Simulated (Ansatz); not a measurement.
# Cl6In4P2: what the fields show

Input file:

```
crystal:
  periodic: [false, false, false]
  atoms:
    - {symbol: In, position_ang: [1.570655, 0.716909, -1.245226]}
    - {symbol: In, position_ang: [-1.836143, 1.051915, -0.606985]}
    - {symbol: In, position_ang: [0.164449, 1.060669, 1.921918]}
    - {symbol: In, position_ang: [-0.546467, -2.007977, 0.438361]}
    - {symbol: P, position_ang: [0.256181, 2.535032, -0.211754]}
    - {symbol: P, position_ang: [-1.984668, -0.350580, 1.571309]}
    - {symbol: Cl, position_ang: [-0.168738, -4.286171, 0.145930]}
    - {symbol: Cl, position_ang: [-3.592243, 1.482965, -2.105203]}
    - {symbol: Cl, position_ang: [1.217878, 1.505321, 3.972993]}
    - {symbol: Cl, position_ang: [3.361837, 0.255044, -2.658382]}
    - {symbol: Cl, position_ang: [1.896718, -0.976120, 0.803289]}
    - {symbol: Cl, position_ang: [-0.339480, -0.987007, -2.026259]}
basis:
  gaussian: {orbitals: def2-SVP, initial_orbitals: start.molden}
hamiltonian: {xc: pbe0, dispersion: d4}
scf: {omitted_lower_state_checks: [starts]}
output: {orbitals: {seedname: orbitals}}
```

Command:

```sh
ansatz run in.yaml --threads 4 --pin off --events-out ev --progress --plain --max-ram 6963MiB
```

Geometry: r2SCAN-D4/def2-SVP; core potentials replace the inner electrons of In.

Method: RKS PBE0-D4/def2-SVP (Ansatz).

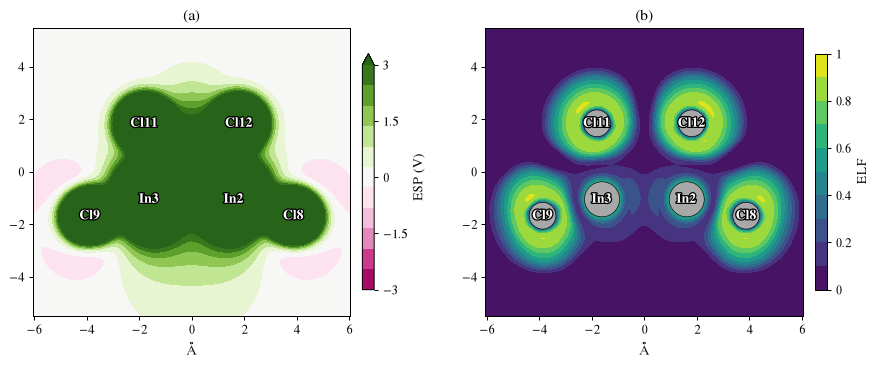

Figure 1. (a) molecular electrostatic potential; (b) ELF on the plane of atoms Cl8, In2 and Cl12. Grey discs cover the atomic cores in the ELF map.

> Read the bonding off the picture.

- The section cuts through In and Cl sites.
- In–Cl (2.35 Å): the ELF peaks at about 0.80 in the valence shell of Cl, 0.8 Å from its nucleus, and drops to about 0.15 between the two atoms.
- The ELF also peaks beside Cl9, Cl8, Cl11 and Cl12, away from the bonds: lone-pair regions.
- Outside the dense part of the molecule the potential is most negative (−0.5 V) near Cl8 and Cl9.

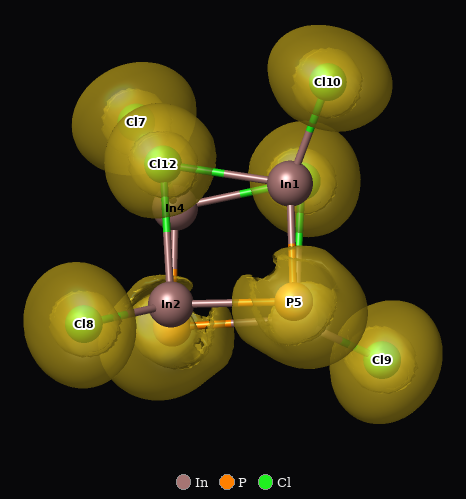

Figure 2. Isosurface of the electron localisation function at 0.75 (yellow), seen at an oblique angle. Core shells and regions of very low density are left out.

> Identify the bonds, lone pairs and shells in this picture.

The ELF exceeds this value in six regions wrapped around Cl (the valence shell of each) and two regions wrapped around P (the valence shell of each). Profiles from the grid: In–Cl (2.33 Å): the ELF peaks at about 0.80 in the valence shell of Cl, 0.8 Å from its nucleus, and drops to about 0.15 between the two atoms. In–P (2.47 Å): the ELF peaks at about 0.80 in the valence shell of P, 1.0 Å from its nucleus, and drops to about 0.20 between the two atoms.

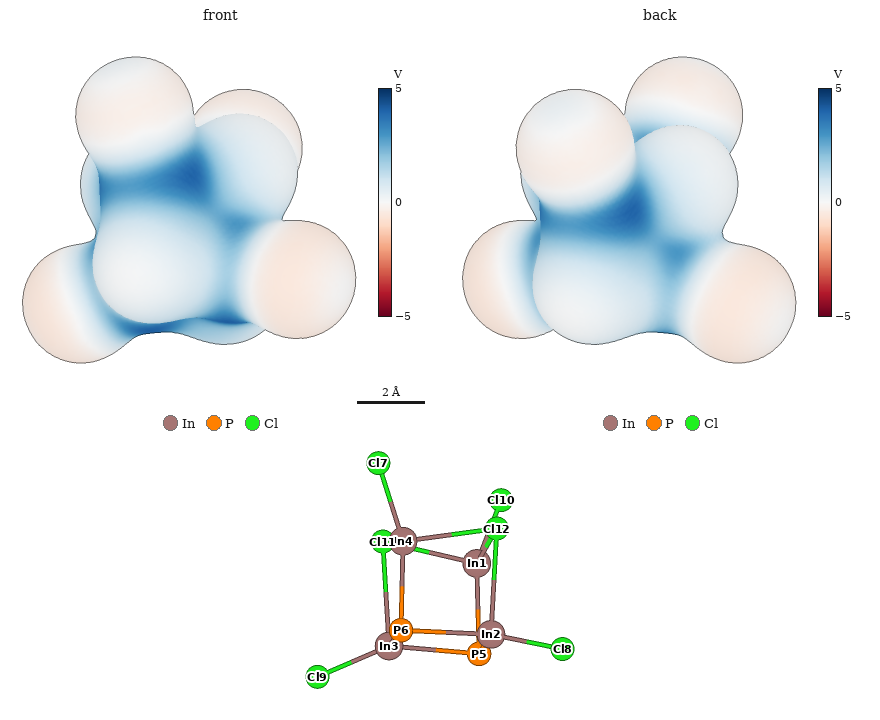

Figure 3. The electrostatic potential painted on the density surface at 0.004 e/bohr³, seen from the front and from behind; red is negative and blue positive. The bare structure is drawn below in the same view.

> Describe the electrostatic potential map.

The most negative region (about −0.5 V) lies over Cl8 and Cl9, the most positive (about +4.0 V) over In1, In2, In3 and In4. Cl7 shows a σ-hole: about +0.2 V at the tip opposite its bond, against about −0.2 V on its flanks. Cl10 shows a σ-hole: about +0.3 V at the tip opposite its bond, against about −0.2 V on its flanks.
